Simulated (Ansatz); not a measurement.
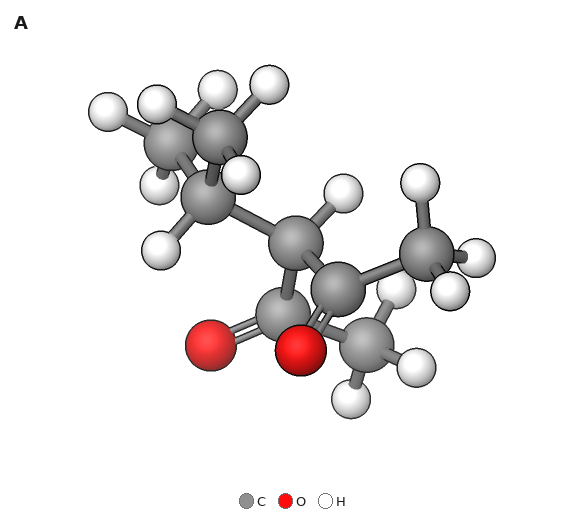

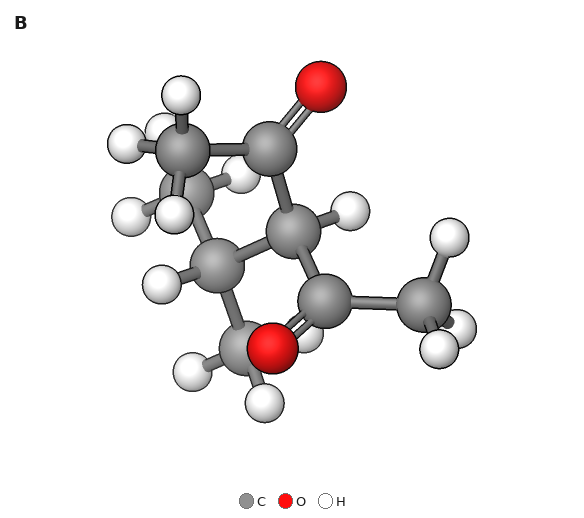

2 stationary structures of one formula. Geometries: PBE0-D4/def2-TZVP. Electronic energies: PBE0-D4/def2-TZVPP (Ansatz 0.2.0), without zero-point energy. No frequency run is at hand to confirm each as a minimum.

How are they related?

They are conformers of C8H14O2: `CC(=O)C(C(C)=O)C(C)C`.

Which is lowest in energy, and by how much?

B is lowest; A lies 10.5 kJ/mol above it.
